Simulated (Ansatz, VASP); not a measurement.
# InGa: VASP beside Ansatz, part 2 of 2

Wanted: the spread between two codes on one cell, functional and k mesh. The cell is invented: As first built, before any earlier steps moved the atoms (in the runner's words): it takes the InBi structure with some of its atoms replaced by other elements, volume scaled by an estimate. It may not be a known or stable phase. The cell is taken from a series of VASP runs on this material, whose earlier steps may have relaxed, scaled or displaced it; both programs get it as it stands. Valence electrons are named where the data sets of a main pair hold unlike numbers.

VASP 6.6.1 and Ansatz 0.2.0.

So far. Step 3 (VASP: band structure, PBE): The run ends at a pressure of -0.14 GPa.

## Step 4: Differences

Known differences besides the potentials themselves: the cutoff is 420 eV in Ansatz and 400 eV in VASP; VASP leaves aspherical gradient terms in its spheres out (LASPH is not set), Ansatz keeps them. Total energies have different zeros and are not compared.

Both answers:

| quantity | Ansatz | VASP | difference |
| --- | --- | --- | --- |
| pressure (GPa) | 0.02 | -0.14 | +0.16 |

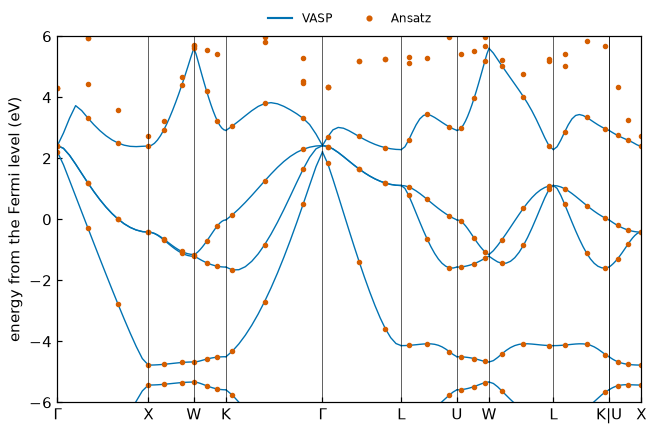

Bands from VASP (lines) and levels from Ansatz (dots). Dots without a line are higher empty bands that the VASP plot leaves out.

Levels from 3 eV below to 2 eV above the Fermi level differ by 0 meV r.m.s. and 2 meV at most; each VASP level is matched to the nearest of Ansatz, which flatters the figure a little.

## Step 5: Ansatz: single point, PBE

A single point gives forces, pressure and levels at one fixed geometry, so differences don't come from the geometry; what else differs is listed under the comparison.

The cell is taken from a series of VASP runs on this material, whose earlier steps may have relaxed, scaled or displaced it; both programs get it as it stands.

The input, input.yaml:

```yaml
crystal:
  lattice:
    - [0.0, 3.1745305689, 3.1745305689]
    - [3.1745305689, 0.0, 3.1745305689]
    - [3.1745305689, 3.1745305689, 0.0]
  atoms:
    - { symbol: In, position: [0.0, 0.0, 0.0] }
    - { symbol: Ga, position: [0.25, 0.25, 0.25] }
hamiltonian:
  xc: pbe
  pseudopotentials: { kind: paw }
kpoints:
  mp_grid: { grid: [9, 9, 9] }
scf:
  occupations: { method: tetrahedron }
output:
  forces: true
  stress: true
```

The run is started by

```sh
> ansatz run input.yaml --threads 2 --pin off --max-ram 4608MiB --backend cpu --events-out ev --progress --plain --runs-dir out
```

Numbers of over 12 decimals in the logs are rounded to 6 here.

The program printed:

```text
Warning: output.forces, output.stress, relax.cell or npt_langevin: where a Kohn–Sham band that disperses or a degenerate level is filled in part under the method tetrahedron, the forces or the stress that this run publishes need not agree with its energy (scf.occupations.method in the input reference, under Limitations); prefer a smearing scheme for the forces or the stress
[...]
--- Band table (eV; the first three rows and the last of 35) ---
  k-point 0: bands = [... 9 lower, -8.6671, -2.9615, 7.6945, 7.9005, 7.9005, 7.9005, 9.7951, 9.7951]
  k-point 1: bands = [... 9 lower, -8.6653, -2.8332, 6.0733, 7.6326, 7.6326, 8.5003, 10.1292, 10.1292]
  k-point 2: bands = [... 9 lower, -8.6611, -2.4563, 4.2641, 7.1746, 7.1746, 8.2344, 10.6316, 10.6316]
  k-point 34: bands = [... 9 lower, -8.6167, -0.1030, 1.0525, 4.1215, 4.6783, 10.6161, 10.8288, 11.1321]
[key lines of the parts left out:]
SCF converged after 8 iterations
Free energy (F): -9380.190043 eV
Fermi energy:    5.489024 eV
P = ⅓ Tr σ = -0.3217 GPa (-3.217 kbar)
```

It took 1.4 s on 2 threads of Intel Xeon 6975P-C (Granite Rapids), shared host; peak memory 0.42 GiB.

The run ends at a pressure of -0.32 GPa.

## Step 6: VASP: single point, PBE

The same cell, functional, mesh and smearing now go to VASP, with its own data sets.

The input, INCAR:

```
SYSTEM = InGa
PREC = Accurate
ENCUT = 400
EDIFF = 1E-06
NELM = 100
ISMEAR = -5
SIGMA = 0.05
LREAL = .FALSE.
ALGO = Normal
GGA = PE
LORBIT = 11
LWAVE = .FALSE.
LCHARG = .FALSE.
NEDOS = 2001
```

The input, POSCAR:

```
InGa
1.0
    0.0000000000      3.1745305689      3.1745305689
    3.1745305689      0.0000000000      3.1745305689
    3.1745305689      3.1745305689      0.0000000000
In Ga
1 1
Direct
    0.0000000000      0.0000000000      0.0000000000
    0.2500000000      0.2500000000      0.2500000000
```

The input, KPOINTS:

```
Automatic mesh
0
Gamma
9 9 9
0 0 0
```

Potentials, in the order of the species: In_d and Ga_d (PBE family, release 64).

The run is started by

```sh
> mpirun -np 1 vasp_std
```

The program printed:

```text
[... set-up lines as in an earlier step ...]
 entering main loop
       N       E                     dE             d eps       ncg     rms          rms(c)
DAV:   1     0.152121303079E+03    0.15212E+03   -0.11710E+04  1190   0.188E+03
DAV:   2     0.675185444275E+01   -0.14537E+03   -0.14402E+03  1206   0.357E+02
DAV:   3    -0.455920174143E+01   -0.11311E+02   -0.11282E+02  1459   0.114E+02
DAV:   4    -0.480532958569E+01   -0.24613E+00   -0.24576E+00  1479   0.182E+01
[...]
DAV:  11    -0.479162550962E+01   -0.59969E-05   -0.57738E-06  1487   0.660E-02    0.310E-03
DAV:  12    -0.479162667782E+01   -0.11682E-05   -0.16537E-06  1028   0.144E-02    0.120E-03
DAV:  13    -0.479162669129E+01   -0.13477E-07   -0.62713E-07   688   0.304E-02
   1 F= -.47916267E+01 E0= -.47916267E+01  d E =0.000000E+00
 -----------------------------------------------------------------------------
|                                                                             |
|           W    W    AA    RRRRR   N    N  II  N    N   GGGG   !!!           |
|           W    W   A  A   R    R  NN   N  II  NN   N  G    G  !!!           |
|           W    W  A    A  R    R  N N  N  II  N N  N  G       !!!           |
|           W WW W  AAAAAA  RRRRR   N  N N  II  N  N N  G  GGG   !            |
|           WW  WW  A    A  R   R   N   NN  II  N   NN  G    G                |
|           W    W  A    A  R    R  N    N  II  N    N   GGGG   !!!           |
|                                                                             |
|     Tetrahedron method does not include variations of the Fermi             |
|     occupations, so forces and stress will be inaccurate. We suggest        |
|     using a different smearing scheme ISMEAR = 1 or 2 for metals in         |
|     relaxations.                                                            |
|                                                                             |
 -----------------------------------------------------------------------------
```

From OUTCAR (step 6):

```text
  Total       -0.1669142     -0.1669142     -0.1669142      0.0000000      0.0000000      0.0000000
  in kB       -4.1796068     -4.1796068     -4.1796068      0.0000000      0.0000000      0.0000000
  external PRESSURE =      -4.1796068 kB  Pullay stress =       0.0000000 kB

  FREE ENERGIE OF THE ION-ELECTRON SYSTEM (eV)
  ---------------------------------------------------
  free  energy   TOTEN  =        -4.7916266913 eV

  energy  without entropy=       -4.7916266913  energy(sigma->0) =       -4.79162669

[... 2 parts as in an earlier step ...]

[... 2 further parts left out ...]
[key lines of the parts left out:]
E-fermi :   3.1424
```

The run ends at a pressure of -0.42 GPa.

## Step 7: Differences

Both answers:

| quantity | Ansatz | VASP | difference |
| --- | --- | --- | --- |
| pressure (GPa) | -0.32 | -0.42 | +0.10 |

Ansatz's pressure holds a Pulay correction of 0.03 GPa; VASP's holds none.

## Step 8: Results

```
r.m.s. difference of levels near the Fermi level (band structure, PBE) : 0.45 meV
difference in pressure (single point, PBE)                             : 0.096 GPa
```

The difference in pressure is 0.096 GPa (single point, PBE), within the 1 GPa picked in this series as the mark of a large difference. Such differences can come from data sets, numerical settings and the points named under the comparisons, not from the functional's error against experiment.

[Lines on the potential files, build, host, timing and source positions are cut from VASP's logs without a mark.]

[Logs are printed without paths, hosts, clocks, repeated set-up lines and the standing remarks that a program may print on its own settings, such as how far it seeks lower states.]

[Hosts, paths, dates, database ids (printed as entryN), source tags and the programs' standing remarks are cut or masked in the printed files.]
